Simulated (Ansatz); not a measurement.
**H3Cl: geometry relaxation (part 2 of 2)**

Continued. System: H3Cl (disordered cell, 12 atoms in the cell). Method: DFT PBE-D3(BJ), scalar-relativistic, plane waves, PAW, no spin polarisation (Ansatz 0.2.0); cutoff 420 eV, 1×1×1 k-mesh, Fermi–Dirac smearing of 0.02 eV. It belongs to a series of runs on one base structure; here: start relaxed.

Geometry of the input (Å; fractional positions):
```
6.8106  0.0000  0.0000
0.0000  6.8106  0.0000
0.0000  0.0000  6.8106
Cl 0.2331  0.4652  0.3511
H  0.1130  0.5302  0.2220
Cl 0.2529  0.9877  0.4469
H  0.2531  0.9867  0.2589
Cl 0.0198  0.3680  0.8673
H  0.0911  0.3327  0.6970
H  0.3841  0.3125  0.7720
H  0.4190  0.3070  0.6697
H  0.7803  0.9009  0.7887
H  0.7595  0.9289  0.6863
H  0.4551  0.8874  0.0181
H  0.5527  0.8433  0.0334
```

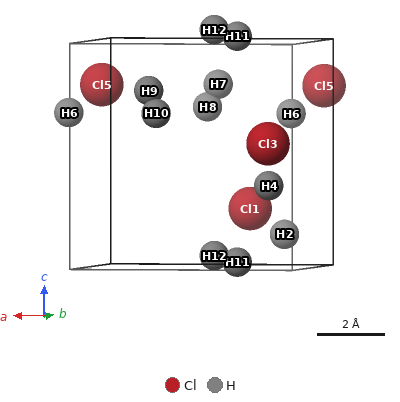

*The geometry at step 7 of the log (spheres-only view of the cell of the calculation, seen at an oblique angle; atoms are numbered from 1 in the order of the input).*

**Log, continued**
```
relax step  13: F+E_penalty+E_count = -3384.88810177 eV  Δ(F+E_penalty+E_count) = -5.732e-2 eV  max|allowed force component| = 4.220e-1 eV/Å  Δτ_max = 0.1954 Å  (7 SCF iters, accepted)
preconditioner: auto → Resta (q_TF=auto, 1.843 Å⁻¹)  ε∞=1.8  [insulator: Δε(μ)=6.638 eV  Ē_g=12.997 eV  σ=0.020 eV  W_gap=1.00  n_scr=26 (ndim 8)  ℏωp=11.4 eV  f_vac=0.357  D(μ)=0.00/eV (n_scr^D=0)  ε∞_Penn≈1.8  vacuum switching on, ρ_ref=1.2e-2 e/Å³]
[...]
SCF iter   2: F=—  HF=-3384.939929 eV  |F-HF|=—  |Δ(HF+E_count)|=   6.85e-2  Δρ=7.13e-3  dr2=7.35e-2  ethr=1.22e-3  ⟨swp⟩=2.0  Hψ=35  notcnv=0  defer=4
SCF iter   3: F=—  HF=-3384.931966 eV  |F-HF|=—  |Δ(HF+E_count)|=   7.96e-3  Δρ=8.01e-4  dr2=1.50e-3  ethr=2.45e-4  ⟨swp⟩=2.0  Hψ=38  notcnv=0  defer=4
SCF iter   4: F=—  HF=-3384.931929 eV  |F-HF|=—  |Δ(HF+E_count)|=   3.61e-5  Δρ=1.86e-4  dr2=1.02e-4  ethr=4.99e-6  ⟨swp⟩=2.0  Hψ=41  notcnv=0  defer=5
SCF iter   5: F=—  HF=-3384.931949 eV  |F-HF|=—  |Δ(HF+E_count)|=   1.97e-5  Δρ=5.06e-5  dr2=7.57e-6  ethr=3.39e-7  ⟨swp⟩=2.0  Hψ=32  notcnv=0  defer=5
SCF iter   6: F=—  HF=-3384.931976 eV  |F-HF|=—  |Δ(HF+E_count)|=   2.65e-5  Δρ=9.90e-6  dr2=3.47e-7  ethr=2.52e-8  ⟨swp⟩=2.0  Hψ=37  notcnv=0  defer=5
SCF iter   7: F=-3384.931976 eV  HF=-3384.931976 eV  |F-HF|=4.76e-9  |Δ(HF+E_count)|=   8.27e-8  Δρ=2.45e-6  dr2=1.72e-8  ethr=3.33e-10  ⟨swp⟩=5.0  Hψ=82  notcnv=0
SCF 14 converged in 7 iterations: F = -3384.931976 eV  dr2 = 1.72e-8
relax step  14: F+E_penalty+E_count = -3384.93197570 eV  Δ(F+E_penalty+E_count) = -4.387e-2 eV  max|allowed force component| = 2.987e-1 eV/Å  Δτ_max = 0.1902 Å  (7 SCF iters, accepted)
SCF converged after 7 iterations
Free energy (F): -3384.931976 eV
Harris-Foulkes:  -3384.931976 eV  (|F-HF|=4.76e-9)
Internal energy: -3384.931976 eV  (E = F + TS)
E sigma→0 (E₀):  -3384.931976 eV
Fermi energy:    -2.146506 eV
--- Per-component energies (eV) ---
  E_band       = -282.936891
  E_kinetic    = 595.586478
  E_local      = -1650.149479  (includes V_loc(G=0)·N_el)
  E_nonlocal   = 100.278433
  E_hartree    = 565.206381
  E_xc         = -396.672362
  E_vxc        = -462.627477  (∫ρ·V_xc dr)
  E_paw        = -1982.577818  (= ΣΔE_a)
  E_vpaw       = 3.571660  (= ΣTr[D̂ρ^β])
  E_aug_tail   = -0.010302  (compensation charges beyond the density's cutoff)
  E_ewald      = -616.257713
  E_disp       = -0.335592  (pairwise vdW)
  E_smearing   = -0.000000  (= −TS)
  E_closure    = 0.000000  (closes the sum)
  Σ components = -3384.931976   (vs F -3384.931976, Δ=0.00e0)
--- Forces (eV/Å), atoms counted from 1 ---
  atom   1  Cl     0.05575723     0.00256492     0.04332668
  atom   2  H     -0.01749459     0.00308075    -0.06412044
  atom   3  Cl    -0.02350607     0.01053822    -0.02521386
  atom   4  H      0.01779547    -0.01967707     0.06547526
  atom   5  Cl     0.24438943    -0.01322794    -0.17153912
  atom   6  H     -0.26112173     0.01901355     0.16711283
  atom   7  H     -0.00782786    -0.07559801    -0.29873335
  atom   8  H     -0.00980284     0.07146050     0.24627626
  atom   9  H      0.09657254    -0.02991933    -0.01352002
  atom  10  H     -0.08001900     0.04004385     0.00458146
  atom  11  H      0.20057028    -0.28851844     0.19327778
  atom  12  H     -0.21531083     0.28021007    -0.14692618
  max |Σ_I F_I| component: 2.89e-5 eV/Å
--- Relaxed structure (14 steps of the walk, 14 accepted, 0 SCFs on fresh bases) ---
  F+E_penalty+E_count = -3384.93197570 eV   max|allowed force component| = 2.987e-1 eV/Å
  atoms:
    - { symbol: Cl, position: [0.3109008685742769, 0.40306948694654876, 0.1668226236908097] }
    - { symbol: H, position: [0.14012971215128037, 0.4062291135077732, 0.08075354912999468] }
    - { symbol: Cl, position: [0.3551160079907166, 0.9109456557369583, 0.6289430985181198] }
    - { symbol: H, position: [0.3302670969710065, 0.9257704007498647, 0.4399367888039155] }
    - { symbol: Cl, position: [-0.0783860845777837, 0.3998561595481937, 0.7912873026575518] }
    - { symbol: H, position: [0.09238631536300958, 0.3911731997166604, 0.7027895988006975] }
    - { symbol: H, position: [0.3914241931175954, 0.4205312024073566, 0.7528286533178574] }
    - { symbol: H, position: [0.3893636900310496, 0.3908166840349069, 0.6435997635397751] }
    - { symbol: H, position: [0.8970784524354632, 0.8666228301366489, 0.7130891375735378] }
    - { symbol: H, position: [0.813724280057341, 0.924330796460954, 0.6685679945066836] }
    - { symbol: H, position: [0.31251065787110166, 0.9536989875598196, 0.0920541056643587] }
    - { symbol: H, position: [0.35920521001494304, 0.8575480831943155, 0.13069218379669878] }
```

**Trajectory as extended XYZ (Å, eV, eV/Å), 14 frames, from step=1 to step=14**
```
12
Lattice="6.8106 0.0000 0.0000 0.0000 6.8106 0.0000 0.0000 0.0000 6.8106" Properties=species:S:1:pos:R:3:forces:R:3 step=1 energy=-3383.99396
Cl    1.5879    3.1685    2.3909    0.1658   0.0787  -0.0883
H     0.7694    3.6113    1.5121   -0.1353   0.1503  -0.1819
Cl    1.7222    6.7267    3.0434    0.0341  -0.2284   0.5733
H     1.7239    6.7196    1.7634    0.0195   0.0566  -0.2860
Cl    0.1350    2.5061    5.9066   -0.5672  -0.0461   0.3813
H     0.6207    2.2656    4.7471    0.0854  -0.0001  -0.4065
H     2.6161    2.1285    5.2578    0.0362   0.0583   0.4925
H     2.8534    2.0912    4.5609    0.3651  -0.0603  -0.4152
H     5.3140    6.1358    5.3718    0.1350  -0.1143   0.3912
H     5.1728    6.3263    4.6738   -0.0657   0.1197  -0.4717
H     3.0992    6.0437    0.1231   -0.4270   0.1809  -0.1043
H     3.7644    5.7437    0.2278    0.3543  -0.1955   0.1157
12
Lattice="6.8106 0.0000 0.0000 0.0000 6.8106 0.0000 0.0000 0.0000 6.8106" Properties=species:S:1:pos:R:3:forces:R:3 step=2 energy=-3384.17144
Cl    1.6245    3.2268    2.3035    0.0859  -0.1015  -0.1237
H     0.7473    3.6602    1.4708   -0.0681   0.0622  -0.1219
Cl    1.7388    6.6182    3.1164    0.0076   0.0048   0.1295
H     1.7330    6.7481    1.8280    0.0272   0.0295   0.1563
Cl   -0.0493    2.4415    5.8864   -0.1385  -0.0904  -0.1972
H     0.5769    2.3079    4.7540   -0.0934   0.0717   0.1179
H     2.7050    2.1405    5.2805    0.0653   0.0575   0.1193
H     2.9539    2.0788    4.5759    0.1241  -0.0182  -0.0119
H     5.3360    6.1361    5.3571    0.0525  -0.0169   0.0074
H     5.1841    6.3286    4.6497    0.0086   0.0078  -0.0814
H     3.0803    6.0449    0.1091   -0.0501   0.0150  -0.0467
H     3.7483    5.7355    0.2472   -0.0210  -0.0215   0.0527
12
Lattice="6.8106 0.0000 0.0000 0.0000 6.8106 0.0000 0.0000 0.0000 6.8106" Properties=species:S:1:pos:R:3:forces:R:3 step=3 energy=-3384.27208
Cl    1.6514    3.1558    2.1632   -0.1460   0.0667  -0.2849
H     0.7342    3.6860    1.4145    0.1669  -0.0995   0.0771
Cl    1.7443    6.6196    3.2354    0.0057  -0.0128  -0.2197
H     1.7545    6.7846    1.9392    0.0229  -0.0227   0.4574
Cl   -0.2199    2.3719    5.8222    0.4589  -0.0054  -0.8567
H     0.5743    2.3636    4.7511   -0.5762   0.0273   0.7607
H     2.7711    2.1685    5.3269    0.1099   0.0392  -0.1286
H     3.0285    2.0847    4.6178   -0.0174   0.0340   0.2508
H     5.3652    6.1314    5.3303   -0.0097   0.0354  -0.2322
H     5.2038    6.3253    4.6171    0.0575  -0.0664   0.1681
H     3.0519    6.0462    0.0960    0.2025  -0.0989   0.0211
H     3.7196    5.7293    0.2648   -0.2749   0.1030  -0.0131
12
Lattice="6.8106 0.0000 0.0000 0.0000 6.8106 0.0000 0.0000 0.0000 6.8106" Properties=species:S:1:pos:R:3:forces:R:3 step=4 energy=-3384.41460
Cl    1.7174    3.0750    2.0050   -0.0736   0.0310  -0.1654
H     0.7717    3.5606    1.2633    0.1172  -0.0923   0.0177
Cl    1.8065    6.5426    3.4039    0.0132  -0.0093  -0.1100
H     1.8163    6.7280    2.1157    0.0297  -0.0226   0.2873
Cl   -0.3143    2.4435    5.7073    0.3097   0.0080  -0.6154
H     0.5220    2.4234    4.6841   -0.4087   0.0203   0.5354
H     2.7574    2.3003    5.4183    0.0644   0.0370  -0.0876
H     3.0311    2.2026    4.7181   -0.0152   0.0367   0.1796
H     5.4182    6.0806    5.3029    0.0020   0.0139  -0.1551
H     5.2516    6.2757    4.5929    0.0369  -0.0421   0.1113
H     2.9681    6.0748    0.0961    0.1214  -0.0520   0.0039
H     3.6328    5.7599    0.2710   -0.1969   0.0715  -0.0017
12
Lattice="6.8106 0.0000 0.0000 0.0000 6.8106 0.0000 0.0000 0.0000 6.8106" Properties=species:S:1:pos:R:3:forces:R:3 step=5 energy=-3384.52096
Cl    1.7749    3.0193    1.9096   -0.0138   0.0028  -0.1062
H     0.8260    3.4328    1.1312    0.0420  -0.0791  -0.0251
Cl    1.8554    6.4948    3.5347    0.0248  -0.0408   0.1066
H     1.8805    6.6857    2.2562    0.0307   0.0059   0.0234
Cl   -0.4413    2.5029    5.5736    0.1342   0.0305  -0.2442
H     0.5037    2.4593    4.6723   -0.1779   0.0073   0.2066
H     2.7491    2.3997    5.4866   -0.0063   0.0468   0.0205
H     3.0384    2.2917    4.7975    0.0116   0.0224   0.0424
H     5.4596    6.0426    5.2768    0.0308  -0.0250  -0.0205
H     5.2862    6.2421    4.5735    0.0022   0.0004  -0.0095
H     2.8946    6.1053    0.0912   -0.0293   0.0242  -0.0284
H     3.5518    5.7907    0.2754   -0.0493   0.0042   0.0338
12
Lattice="6.8106 0.0000 0.0000 0.0000 6.8106 0.0000 0.0000 0.0000 6.8106" Properties=species:S:1:pos:R:3:forces:R:3 step=6 energy=-3384.52096
Cl    1.7749    3.0193    1.9096   -0.0138   0.0028  -0.1064
H     0.8260    3.4328    1.1312    0.0422  -0.0796  -0.0253
Cl    1.8554    6.4948    3.5347    0.0250  -0.0408   0.1066
H     1.8805    6.6857    2.2562    0.0307   0.0057   0.0243
Cl   -0.4413    2.5029    5.5736    0.1337   0.0307  -0.2446
H     0.5037    2.4593    4.6723   -0.1780   0.0074   0.2067
H     2.7491    2.3997    5.4866   -0.0061   0.0473   0.0207
H     3.0384    2.2917    4.7975    0.0117   0.0229   0.0428
H     5.4596    6.0426    5.2768    0.0311  -0.0252  -0.0207
H     5.2862    6.2421    4.5735    0.0024   0.0002  -0.0096
H     2.8946    6.1053    0.0912   -0.0293   0.0242  -0.0283
H     3.5518    5.7907    0.2754   -0.0496   0.0044   0.0338
12
Lattice="6.8106 0.0000 0.0000 0.0000 6.8106 0.0000 0.0000 0.0000 6.8106" Properties=species:S:1:pos:R:3:forces:R:3 step=7 energy=-3384.59507
Cl    1.8331    2.9726    1.7850   -0.1030   0.0262  -0.1313
H     0.8403    3.2834    1.0038    0.1282  -0.1099   0.0340
Cl    1.9251    6.4391    3.6516    0.0345  -0.0541   0.2105
H     1.9449    6.6589    2.3817    0.0295   0.0238  -0.1229
Cl   -0.5020    2.5852    5.5086    0.1258   0.0077  -0.1889
H     0.4887    2.4751    4.6658   -0.1464   0.0178   0.1784
H     2.7244    2.4898    5.5391   -0.0356   0.0504   0.0625
H     3.0317    2.3692    4.8612    0.0211   0.0139  -0.0325
H     5.5020    6.0073    5.2501    0.0518  -0.0439   0.0532
H     5.3155    6.2184    4.5557   -0.0227   0.0318  -0.0756
H     2.8145    6.1437    0.0856   -0.1144   0.0712  -0.0449
H     3.4606    5.8241    0.2904    0.0312  -0.0348   0.0575
12
Lattice="6.8106 0.0000 0.0000 0.0000 6.8106 0.0000 0.0000 0.0000 6.8106" Properties=species:S:1:pos:R:3:forces:R:3 step=8 energy=-3384.64688
Cl    1.8605    2.9417    1.7207   -0.3074   0.0423  -0.3133
H     0.8669    3.1308    0.8838    0.3070  -0.1223   0.2211
Cl    2.0089    6.3935    3.7284    0.0482  -0.0565   0.2342
H     1.9989    6.6395    2.4635    0.0224   0.0295  -0.1619
Cl   -0.5564    2.6265    5.4509    0.1811  -0.0013  -0.1280
H     0.5112    2.4914    4.7111   -0.1696   0.0198   0.1440
H     2.6939    2.5645    5.5594   -0.0433   0.0510   0.0793
H     3.0139    2.4319    4.8898    0.0209   0.0042  -0.0766
H     5.5430    5.9844    5.2254    0.0612  -0.0499   0.0619
H     5.3339    6.2159    4.5439   -0.0329   0.0435  -0.0800
H     2.7367    6.1892    0.0851   -0.1349   0.0868  -0.0481
H     3.3675    5.8576    0.3166    0.0472  -0.0471   0.0674
12
Lattice="6.8106 0.0000 0.0000 0.0000 6.8106 0.0000 0.0000 0.0000 6.8106" Properties=species:S:1:pos:R:3:forces:R:3 step=9 energy=-3384.70437
Cl    1.8839    2.8501    1.5895   -0.4599   0.0463  -0.3796
H     0.8555    2.9739    0.7654    0.4636  -0.1082   0.3257
Cl    2.1564    6.3482    3.8269    0.0489  -0.0353   0.1098
H     2.0650    6.6075    2.5628    0.0152   0.0064  -0.0653
Cl   -0.5483    2.6709    5.4641    0.1671  -0.0207  -0.1210
H     0.5266    2.5033    4.7415   -0.1617   0.0319   0.1428
H     2.6566    2.6578    5.5574   -0.0178   0.0389   0.0490
H     2.9761    2.5071    4.8898    0.0031   0.0021  -0.0805
H     5.6090    5.9536    5.1896    0.0319  -0.0019  -0.0673
H     5.3515    6.2270    4.5356    0.0029   0.0027   0.0518
H     2.6219    6.2631    0.0909   -0.0571   0.0506  -0.0082
H     3.2247    5.9047    0.3652   -0.0363  -0.0128   0.0426
12
Lattice="6.8106 0.0000 0.0000 0.0000 6.8106 0.0000 0.0000 0.0000 6.8106" Properties=species:S:1:pos:R:3:forces:R:3 step=10 energy=-3384.75128
Cl    1.8562    2.7771    1.5477   -0.3696   0.0244  -0.4148
H     0.8932    2.8456    0.6399    0.3619  -0.0607   0.3796
Cl    2.3082    6.2950    3.8941   -0.0049   0.0285  -0.1191
H     2.1188    6.5690    2.6335    0.0448  -0.0486   0.1625
Cl   -0.5581    2.6838    5.4653    0.1242  -0.0121  -0.0451
H     0.5566    2.5288    4.8087   -0.1029   0.0209   0.0471
H     2.6593    2.7349    5.5192    0.0397   0.0012  -0.0807
H     2.9214    2.5634    4.8267   -0.0550   0.0224   0.0410
H     5.7228    5.9164    5.1310   -0.2465   0.2666  -0.5111
H     5.3484    6.2642    4.5494    0.2939  -0.2667   0.4964
H     2.5043    6.3563    0.1163    0.1763  -0.1275   0.1326
H     3.0478    5.9325    0.4468   -0.2617   0.1512  -0.0889
12
Lattice="6.8106 0.0000 0.0000 0.0000 6.8106 0.0000 0.0000 0.0000 6.8106" Properties=species:S:1:pos:R:3:forces:R:3 step=11 energy=-3384.78271
Cl    1.9175    2.7527    1.4351   -0.4893  -0.0168  -0.3585
H     0.8419    2.7402    0.6523    0.5257   0.0042   0.3276
Cl    2.3764    6.2816    3.9658   -0.0221   0.0199  -0.1108
H     2.1910    6.5105    2.6947    0.0392  -0.0396   0.1516
Cl   -0.5306    2.6795    5.4852    0.0598  -0.0112  -0.0806
H     0.5652    2.5601    4.7909   -0.0749   0.0194   0.0851
H     2.6714    2.7895    5.4664    0.0591  -0.0411  -0.2108
H     2.8562    2.5975    4.7492   -0.0764   0.0567   0.1578
H     5.8540    5.8912    5.0558   -0.5433   0.4847  -0.6362
H     5.3696    6.2902    4.5786    0.5917  -0.4850   0.6184
H     2.3956    6.4282    0.1689    0.2408  -0.2276   0.2232
H     2.8708    5.9460    0.5358   -0.3107   0.2364  -0.1669
12
Lattice="6.8106 0.0000 0.0000 0.0000 6.8106 0.0000 0.0000 0.0000 6.8106" Properties=species:S:1:pos:R:3:forces:R:3 step=12 energy=-3384.83079
Cl    1.9545    2.7453    1.3860   -0.2442  -0.0087  -0.2339
H     0.8893    2.7287    0.6069    0.2856   0.0081   0.1951
Cl    2.3831    6.2511    4.0490   -0.0111   0.0179  -0.0690
H     2.2402    6.4443    2.7671    0.0148  -0.0335   0.1206
Cl   -0.4444    2.6876    5.4167    0.0443  -0.0140  -0.0735
H     0.7236    2.6013    4.8358   -0.1675   0.0214   0.0810
H     2.5499    2.8099    5.3544    0.1030  -0.0120  -0.1081
H     2.6987    2.6191    4.6305   -0.0109   0.0253   0.0540
H     5.9261    5.8955    5.0068   -0.3310   0.2984  -0.3948
H     5.4301    6.2899    4.5613    0.3725  -0.2984   0.3762
H     2.2913    6.4520    0.3028    0.1421  -0.1319   0.1545
H     2.7364    5.9425    0.6614   -0.1971   0.1275  -0.1014
12
Lattice="6.8106 0.0000 0.0000 0.0000 6.8106 0.0000 0.0000 0.0000 6.8106" Properties=species:S:1:pos:R:3:forces:R:3 step=13 energy=-3384.88810
Cl    2.0368    2.7394    1.2587   -0.0553   0.0028  -0.0900
H     0.9233    2.7330    0.5748    0.0703   0.0066   0.0622
Cl    2.3885    6.2436    4.1611   -0.0024   0.0022  -0.0724
H     2.2645    6.3636    2.8681    0.0053  -0.0209   0.1255
Cl   -0.5691    2.6798    5.3663    0.4220   0.0052  -0.1288
H     0.6643    2.6531    4.9058   -0.3993   0.0061   0.0954
H     2.6488    2.8373    5.2299    0.0328  -0.0220  -0.1318
H     2.7241    2.6425    4.4937   -0.0618   0.0311   0.1006
H     6.0233    5.8986    4.9347   -0.0349   0.0511  -0.1054
H     5.4978    6.2901    4.5516    0.0582  -0.0492   0.0919
H     2.1904    6.4743    0.4518    0.0843  -0.0544   0.1112
H     2.5861    5.9115    0.7823   -0.1193   0.0414  -0.0585
12
Lattice="6.8106 0.0000 0.0000 0.0000 6.8106 0.0000 0.0000 0.0000 6.8106" Properties=species:S:1:pos:R:3:forces:R:3 step=14 energy=-3384.93198
Cl    2.1174    2.7451    1.1362    0.0558   0.0026   0.0433
H     0.9544    2.7666    0.5500   -0.0175   0.0031  -0.0641
Cl    2.4185    6.2041    4.2835   -0.0235   0.0105  -0.0252
H     2.2493    6.3050    2.9962    0.0178  -0.0197   0.0655
Cl   -0.5339    2.7232    5.3891    0.2444  -0.0132  -0.1715
H     0.6292    2.6641    4.7864   -0.2611   0.0190   0.1671
H     2.6658    2.8641    5.1272   -0.0078  -0.0756  -0.2987
H     2.6518    2.6617    4.3833   -0.0098   0.0715   0.2463
H     6.1096    5.9022    4.8565    0.0966  -0.0299  -0.0135
H     5.5419    6.2952    4.5533   -0.0800   0.0400   0.0046
H     2.1284    6.4952    0.6269    0.2006  -0.2885   0.1933
H     2.4464    5.8404    0.8901   -0.2153   0.2802  -0.1469
```

**Key numbers**

| quantity | value |
| --- | --- |
| outcome | converged |
| electrons treated | 30 |
| free energy | −3384.9320 eV |
| Fermi energy | −2.147 eV |
| final volume | 315.90 Å³ |
| largest force (length of the vector) at the end | 0.401 eV/Å |
| hardware | 1 thread of Intel Xeon (Sapphire Rapids), 64 GiB of memory available, shared host |
| wall time | 11 s |
| peak memory | 0.41 GiB |

**Remarks**

The input asks for low accuracy. The k-point mesh is coarse for a cell of this size, so the results may not be converged.
